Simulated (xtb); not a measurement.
## Molecular dynamics, with input and output: ZrNH$_{4}$O$_{2}$F (part 2 of 2)

The same run, continued: ZrNH$_{4}$O$_{2}$F; GFN2-xTB (xtb 6.7.1).  The settings are looser than a standard set-up, so the numbers are not reference values.

Geometry of the input (Å):
```
N  0.6867  1.3503  -0.7819
Zr 0.2231  -0.2292  0.3959
O  -0.5966  -1.4432  -0.7687
O  -0.9582  0.1989  1.6922
F  1.8489  -1.2821  0.9082
H  0.7409  1.2817  -1.7464
H  0.0893  2.2040  -0.6854
H  -0.1698  -2.3180  -0.9167
H  -1.8704  0.1654  1.8961
```

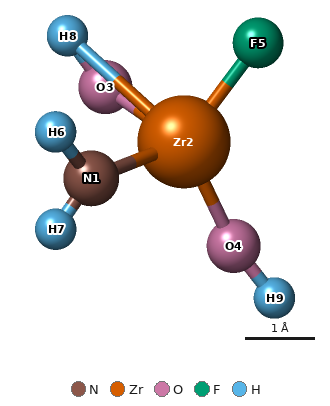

Fig. 1: The geometry at step 10 of the log (ball-and-stick view, seen at a tilt; atoms are numbered from 1 in the order of the input).

### The program's output, continued
```
 ---------------------------------------------------------------------------
     1   7 N    2.980 --     2 Zr   1.045     7 H    0.899     6 H    0.897
     2  40 Zr   4.126 --     1 N    1.045     4 O    1.025     3 O    1.019
                             5 F    0.803
     3   8 O    1.991 --     2 Zr   1.019     8 H    0.839
     4   8 O    1.993 --     2 Zr   1.025     9 H    0.841
     5   9 F    0.915 --     2 Zr   0.803
     6   1 H    0.964 --     1 N    0.897
     7   1 H    0.972 --     1 N    0.899
     8   1 H    0.898 --     3 O    0.839
     9   1 H    0.895 --     4 O    0.841
 ---------------------------------------------------------------------------

Topologies differ in total number of bonds
Writing topology from bond orders to xtbtopo.mol

molecular dipole:
                 x           y           z       tot (Debye)
 q only:       -0.880       0.567      -0.451
   full:       -1.099       0.466      -0.195       3.074
molecular quadrupole (traceless):
                xx          xy          yy          xz          yz          zz
 q only:       -3.449       2.037       2.998      -5.343       0.982       0.451
  q+dip:       -5.229       1.226       3.883      -6.215      -0.229       1.346
   full:       -4.859       1.190       3.233      -6.209       0.990       1.626

           -------------------------------------------------
          | TOTAL ENERGY              -19.581307342993 Eh   |
          | GRADIENT NORM               0.098215439820 Eh/α |
          | HOMO-LUMO GAP               3.259619376738 eV   |
           -------------------------------------------------
           -------------------------------------------------
          |               Molecular Dynamics                |
           -------------------------------------------------
 trajectories on xtb.trj or xtb.trj.<n>

 MD time /ps        :    0.50
 dt /fs             :    1.00
 SCC accuracy       :    0.50
 temperature /K     :  500.00
 max steps          :   500
 block length (av.) :  5000
 dumpstep(trj) /fs  :   25.00    25
 dumpstep(coords)/fs: 1000.00  1000
 H atoms mass (amu) :     1
 # deg. of freedom  :    27
 SHAKE off
         time (ps)    <Epot>      Ekin   <T>   T     Etot       error
      0    0.00      0.00000   0.0998    0.    0.   -19.48155    0.0000
    200    0.20    -19.44824   0.0605 1263. 1416.   -19.49254    0.0014
    400    0.40    -19.49559   0.0478 1237. 1117.   -19.49243    0.0011
 average properties
 Epot               :  -19.504349854956470
 Epot (accurate SCC):  -19.538343233093190
 Ekin               :   5.1949501762404045E-002
 Etot               :  -19.452400353194065
 T                  :   1215.1385681250879
 normal exit of md()

------------------------------------------------------------------------
------------------------------------------------------------------------
 total:
 *  cpu-time:     0 d,  0 h,  0 min,  1.620 sec
 * ratio c/w:     1.000 speedup
 SCF:
 *  cpu-time:     0 d,  0 h,  0 min,  0.005 sec
 * ratio c/w:     1.000 speedup
 MD:
 *  cpu-time:     0 d,  0 h,  0 min,  1.608 sec
 * ratio c/w:     1.000 speedup
```

### Standard error
```
normal termination of xtb
```

### Trajectory as extended XYZ (Å, eV, eV/Å), 20 frames, from step=0 to step=19
```
9
Properties=species:S:1:pos:R:3 step=0 time_fs=0.0 energy=-532.83452
N     0.6867    1.3503   -0.7819
Zr    0.2231   -0.2292    0.3959
O    -0.5966   -1.4432   -0.7687
O    -0.9581    0.1989    1.6922
F     1.8489   -1.2821    0.9082
H     0.7409    1.2817   -1.7464
H     0.0893    2.2040   -0.6854
H    -0.1698   -2.3180   -0.9167
H    -1.8704    0.1654    1.8961
9
Properties=species:S:1:pos:R:3 step=1 time_fs=25.0 energy=-531.44942
N     0.6488    1.2289   -0.7763
Zr    0.2378   -0.3168    0.4579
O    -0.5723   -1.3780   -0.8831
O    -1.0113    0.4791    1.7287
F     1.8150   -1.0957    0.7440
H     1.7704    1.4561   -1.2030
H     0.0393    1.8159   -1.6580
H    -0.2839   -0.8525   -1.6750
H    -1.5860   -0.3775    1.5141
9
Properties=species:S:1:pos:R:3 step=2 time_fs=50.0 energy=-531.93259
N     0.6557    1.1688   -0.7646
Zr    0.1987   -0.3336    0.4789
O    -0.5699   -1.2519   -1.0304
O    -1.0758    0.4288    1.6775
F     2.0488   -1.0186    0.6937
H     1.8592    1.4176   -0.3881
H     1.0613    0.5391   -1.6349
H    -1.5130   -1.3078   -1.1806
H    -1.4400    1.0909    2.2321
9
Properties=species:S:1:pos:R:3 step=3 time_fs=75.0 energy=-531.62800
N     0.8696    1.1544   -0.7388
Zr    0.1606   -0.3675    0.4559
O    -0.7009   -1.1928   -0.9564
O    -1.0194    0.3663    1.6641
F     2.0736   -0.8748    0.7136
H     1.5035    2.0347   -0.1139
H     1.6618    0.8909   -1.2172
H    -1.4022   -1.8292   -0.6268
H    -0.5968    1.2657    1.3762
9
Properties=species:S:1:pos:R:3 step=4 time_fs=100.0 energy=-532.57134
N     0.9684    1.2525   -0.5642
Zr    0.2188   -0.3969    0.3633
O    -0.9489   -1.3730   -0.7963
O    -0.8717    0.5273    1.7112
F     1.8775   -0.7665    0.8428
H     1.1584    2.0709    0.0474
H     1.9477    1.1793   -1.0050
H    -1.4993   -1.8602   -1.4091
H    -1.8069    0.5251    2.0188
9
Properties=species:S:1:pos:R:3 step=5 time_fs=125.0 energy=-531.55800
N     0.9100    1.3945   -0.4946
Zr    0.1876   -0.3469    0.2532
O    -1.0733   -1.5524   -0.5903
O    -0.6976    0.4866    1.6630
F     1.9829   -0.8993    1.1477
H     0.7626    1.8488    0.2669
H     2.1077    1.1769   -0.4853
H    -1.2340   -1.2421   -1.4736
H    -0.9646   -0.3715    2.0939
9
Properties=species:S:1:pos:R:3 step=6 time_fs=150.0 energy=-532.51731
N     0.8848    1.4838   -0.5241
Zr    0.2330   -0.3176    0.1840
O    -1.0081   -1.5370   -0.4595
O    -0.6431    0.2560    1.7747
F     1.7309   -1.0033    1.2735
H     0.2388    2.2762   -0.4246
H     1.9291    1.7340   -0.5124
H    -1.8880   -1.6621   -0.9052
H    -0.5281    0.5568    2.7029
9
Properties=species:S:1:pos:R:3 step=7 time_fs=175.0 energy=-531.32263
N     0.8118    1.5311   -0.6792
Zr    0.2987   -0.2848    0.2007
O    -1.0175   -1.5258   -0.5437
O    -0.6756    0.1619    1.8936
F     1.4559   -1.1277    1.2686
H     0.0594    2.2933   -1.2957
H     1.4442    1.9483   -0.1635
H    -1.0539   -1.8805    0.3747
H     0.2306    0.5807    2.1303
9
Properties=species:S:1:pos:R:3 step=8 time_fs=200.0 energy=-532.06634
N     0.7336    1.4340   -0.7752
Zr    0.2518   -0.2113    0.2152
O    -0.8497   -1.4612   -0.4743
O    -0.5383    0.2210    1.7526
F     1.5681   -1.4401    1.3531
H     0.2185    1.5314   -1.6465
H     0.6811    2.4051   -0.1187
H    -1.0708   -2.3840   -0.2772
H    -0.7873   -0.0027    2.6530
9
Properties=species:S:1:pos:R:3 step=9 time_fs=225.0 energy=-531.63463
N     0.6828    1.4540   -0.9590
Zr    0.2935   -0.2154    0.3020
O    -0.8132   -1.5736   -0.5779
O    -0.6755    0.4714    1.9337
F     1.5190   -1.5168    1.1374
H     0.6650    1.3112   -1.8661
H    -0.0015    2.3920   -0.7118
H    -1.1890   -2.3036   -1.1279
H    -0.9797   -0.5034    1.8280
9
Properties=species:S:1:pos:R:3 step=10 time_fs=250.0 energy=-531.93665
N     0.5668    1.2084   -0.9739
Zr    0.2938   -0.2247    0.3995
O    -0.7292   -1.4047   -0.6020
O    -0.7372    0.4358    1.7660
F     1.5074   -1.4719    0.8423
H     1.3420    1.2402   -1.8868
H     0.0340    1.9016   -1.1922
H    -0.3582   -1.7456   -1.4328
H    -1.0631    0.8035    2.6264
9
Properties=species:S:1:pos:R:3 step=11 time_fs=275.0 energy=-531.54574
N     0.6405    1.0457   -0.9998
Zr    0.2343   -0.2218    0.4749
O    -0.7402   -1.2805   -0.7635
O    -0.8771    0.5339    1.8379
F     1.8127   -1.5532    0.6522
H     1.6349    0.9779   -1.6983
H    -0.0783    1.4000   -1.8820
H     0.0001   -1.6585   -1.2890
H    -0.5973    1.4767    1.5135
9
Properties=species:S:1:pos:R:3 step=12 time_fs=300.0 energy=-531.93325
N     0.8281    1.1386   -1.0181
Zr    0.2107   -0.3037    0.5287
O    -0.7254   -1.2498   -0.8872
O    -0.8459    0.7790    1.8059
F     1.8425   -1.3411    0.4673
H     1.7243    0.5456   -1.1975
H     0.1184    0.5007   -1.7944
H    -0.9399   -2.2218   -0.9507
H    -1.7188    1.1036    1.9403
9
Properties=species:S:1:pos:R:3 step=13 time_fs=325.0 energy=-531.39572
N     0.9550    0.9514   -0.7373
Zr    0.1746   -0.3333    0.5004
O    -0.7798   -1.2735   -0.7638
O    -0.7116    0.8107    1.5813
F     1.8189   -1.0878    0.4009
H     1.8405    0.9511   -0.7784
H     0.4888    1.1049   -1.6512
H    -1.3387   -1.9542   -0.4250
H    -1.1257    0.2103    2.3786
9
Properties=species:S:1:pos:R:3 step=14 time_fs=350.0 energy=-531.74124
N     1.0915    1.2485   -0.6752
Zr    0.1623   -0.3509    0.4051
O    -1.0526   -1.4594   -0.6141
O    -0.7509    0.7842    1.7148
F     2.0322   -1.0993    0.5660
H     2.1271    0.7975   -0.6497
H     0.6618    1.2494   -1.4792
H    -1.9741   -1.7686   -0.7376
H    -0.7906    1.0888    2.5427
9
Properties=species:S:1:pos:R:3 step=15 time_fs=375.0 energy=-531.79249
N     1.0307    1.3261   -0.6567
Zr    0.2034   -0.3346    0.3095
O    -1.1924   -1.5233   -0.4312
O    -0.6814    0.5575    1.8287
F     1.9144   -1.1013    0.8177
H     2.2591    1.3396   -0.5407
H     0.6543    1.7076   -1.5531
H    -2.0460   -1.0767   -0.6716
H    -0.3826    1.5100    1.3769
9
Properties=species:S:1:pos:R:3 step=16 time_fs=400.0 energy=-531.71555
N     0.8927    1.2766   -0.7569
Zr    0.2545   -0.3317    0.2370
O    -1.1412   -1.3132   -0.2758
O    -0.4783    0.3900    1.7109
F     1.6614   -1.1110    1.0712
H     1.3458    1.5274    0.2623
H     0.0294    2.0858   -1.0157
H    -2.0472   -1.3586   -0.0157
H    -0.8274    1.1610    1.9789
9
Properties=species:S:1:pos:R:3 step=17 time_fs=425.0 energy=-532.00539
N     0.7154    1.4231   -0.7997
Zr    0.3211   -0.3435    0.1752
O    -1.3819   -1.2834   -0.3484
O    -0.4820    0.5615    1.8566
F     1.6603   -1.2649    1.3372
H     1.3139    2.1933   -0.4945
H    -0.0762    2.0036   -1.2366
H    -1.4307   -1.9265    0.3890
H    -0.9720   -0.1288    2.5642
9
Properties=species:S:1:pos:R:3 step=18 time_fs=450.0 energy=-531.96181
N     0.5497    1.3948   -0.8308
Zr    0.3281   -0.2987    0.2189
O    -1.2342   -1.2298   -0.3021
O    -0.3801    0.4325    1.6778
F     1.5156   -1.3721    1.3507
H     1.2371    2.1189   -1.2053
H    -0.0939    1.8238   -1.4355
H    -1.5941   -2.1522   -0.2267
H    -0.2781   -0.0922    2.4057
9
Properties=species:S:1:pos:R:3 step=19 time_fs=475.0 energy=-531.22499
N     0.5022    1.2189   -1.0665
Zr    0.3456   -0.2627    0.2513
O    -1.0149   -1.3338   -0.3837
O    -0.4751    0.4667    1.9535
F     1.3722   -1.4587    1.1718
H     1.1524    2.1813   -0.9158
H    -0.2494    2.0781   -0.9909
H    -1.8644   -1.6400   -0.6403
H     0.0427    1.0131    2.7247
```

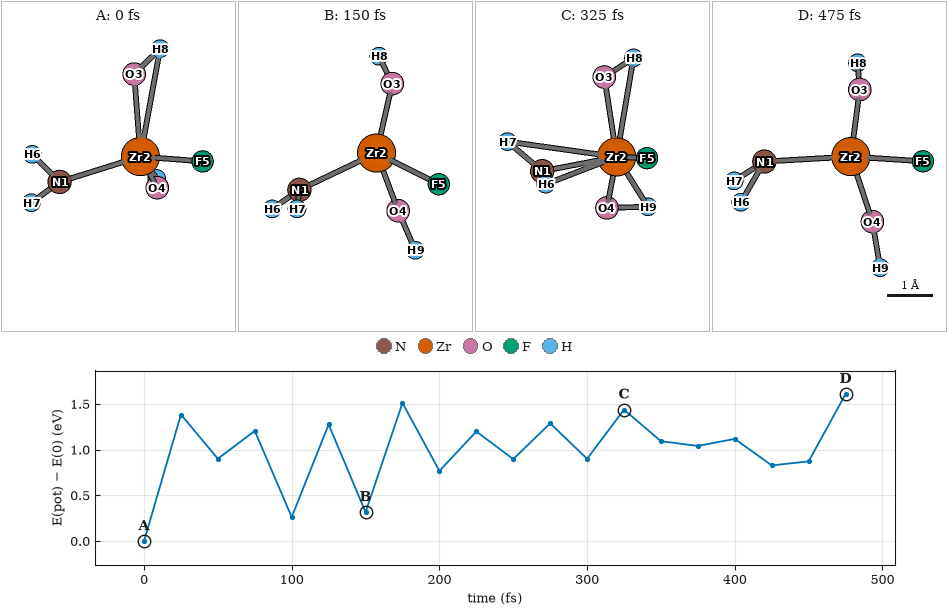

Fig. 2: Frames of the molecular dynamics (ball-and-stick, seen at a tilt) above the curves, on which the letters mark them. The trajectory kept here has 20 frames over 475 fs. The potential energy ends 1.610 eV above its first value. After an unweighted best fit of the last frame on the first, the root-mean-square displacement is 0.78 Å, and H6 has moved furthest (1.36 Å).
